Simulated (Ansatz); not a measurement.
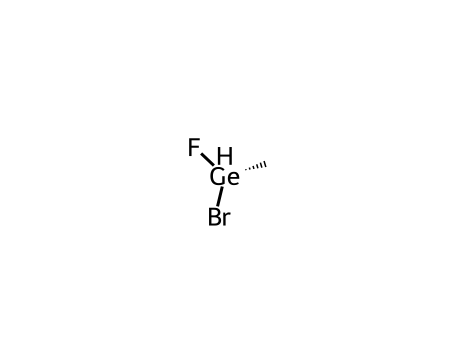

A structural formula.

> Transcribe the drawing into SMILES.

[CH3][Ge@@H]([F])[Br]

> Give the formula, hydrogens included.

CH4BrFGe.

> An optimisation with PBE0-D4/def2-TZVP gave a structure of which point group?

C1.

The parts below concern this one geometry. Atoms keep their numbers from picture to picture. Computed geometry: PBE0-D4/def2-TZVP optimisation.

**Shape**

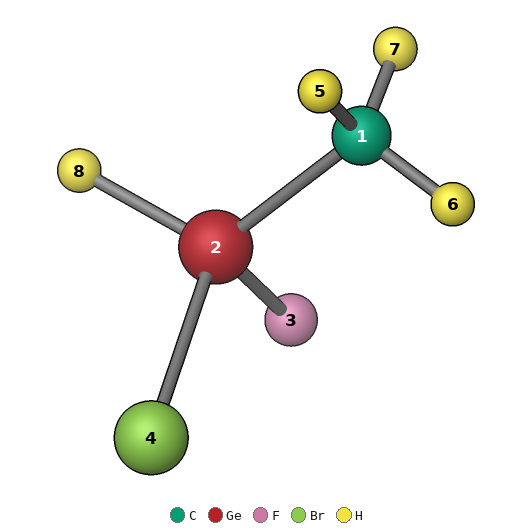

> Describe the coordination of atom 1.

C1 has 4 neighbours (Ge2 at 1.93, H5 at 1.09, H6 at 1.09, H7 at 1.09 Å); the arrangement is tetrahedral.

> What is the geometry at Ge2?

Ge2 has 4 neighbours (C1 at 1.93, F3 at 1.74, Br4 at 2.30, H8 at 1.53 Å); the arrangement is tetrahedral.

**Charges**

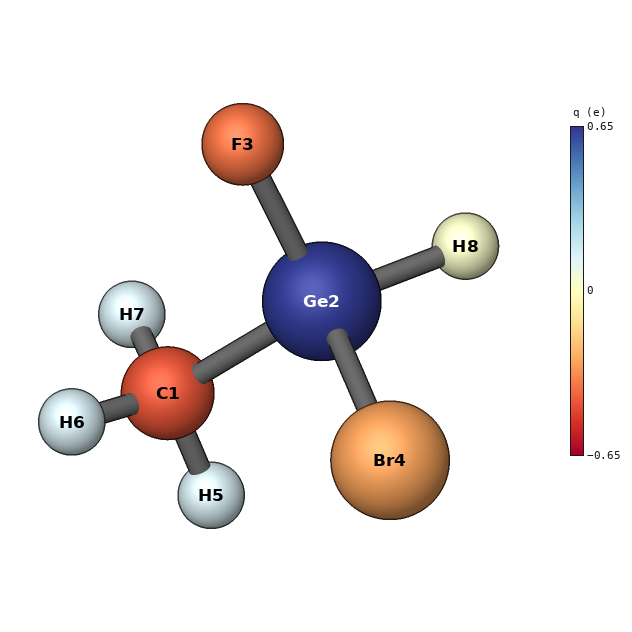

Atoms are coloured by their Mulliken charges. Level of theory: RKS ωB97M-V/def2-TZVPP (Ansatz 0.2.0).

Give the Mulliken charges atom by atom.

```csv
atom,value (e)
C1,−0.43
Ge2,0.63
F3,−0.37
Br4,−0.28
H5,0.14
H6,0.15
H7,0.14
H8,0.02
```

**Levels of theory compared**

Program: Ansatz 0.2.0.

Compare dipole (D), HOMO energy (eV) at these levels: B3LYP-D4/def2-TZVPP; PBE-D4/def2-TZVPP; r2SCAN-D4/def2-TZVPP; ωB97M-V/def2-TZVPP.

```csv
level,dipole (D),HOMO energy (eV)
B3LYP-D4/def2-TZVPP,2.86,−8.16
PBE-D4/def2-TZVPP,2.74,−7.13
r2SCAN-D4/def2-TZVPP,2.84,−7.46
ωB97M-V/def2-TZVPP,2.87,−10.63
```

**Vibrations**

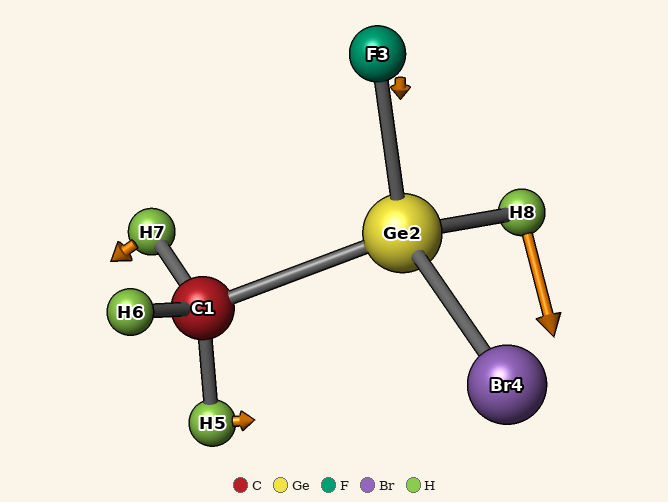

The arrows show one normal mode. Harmonic vibrations computed with RKS PBE0-D4/def2-TZVP (Ansatz 0.2.0) at a stationary point of the same level.

> Estimate its harmonic wavenumber.

689 cm⁻¹; it is mode 8 of 18 counted from the lowest.

**Thermal motion**

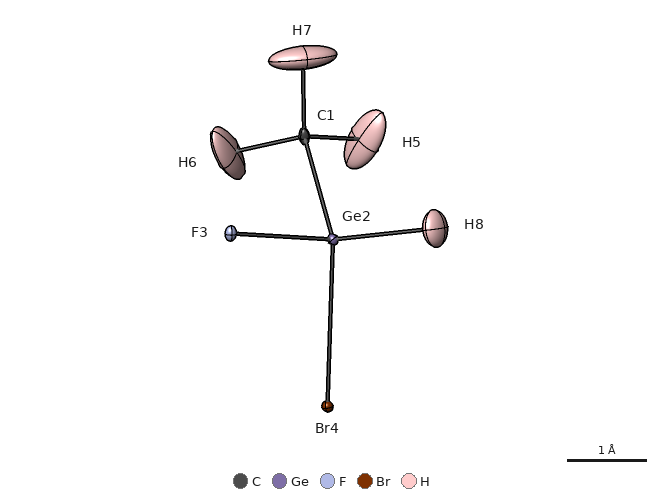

Displacement ellipsoids at the 50 % level, from the internal vibrations of the free molecule (harmonic, no overall translation or rotation; no half-axis is drawn under 0.075 Å). Vibrations computed with RKS PBE0-D4/def2-TZVP (Ansatz 0.2.0). Temperature: 100 K.

> Which atom moves most?

H5, with U_eq = 0.0396 Å².

> Does H6 move more along its bond or across it?

Across it: the root-mean-square amplitude is 0.083 Å along the bond and up to 0.293 Å across, since bending and torsion are softer than stretching.

List U_eq and the three principal root-mean-square amplitudes for each kind of atom.

| atom | U_eq (Å²) | rms amplitudes (Å) |
| --- | --- | --- |
| C1 | 0.0033 | 0.037, 0.048, 0.078 |
| Ge2 | 0.00044 | 0.019, 0.020, 0.023 |
| F3 | 0.0025 | 0.031, 0.044, 0.067 |
| Br4 | 0.00027 | 0.008, 0.016, 0.022 |
| H5 | 0.0396 | 0.087, 0.153, 0.296 |
| H6 | 0.0389 | 0.081, 0.156, 0.293 |
| H7 | 0.0393 | 0.097, 0.161, 0.287 |
| H8 | 0.0184 | 0.089, 0.152, 0.156 |

Mulliken values depend strongly on the basis set and can even reverse the polarity of a bond.
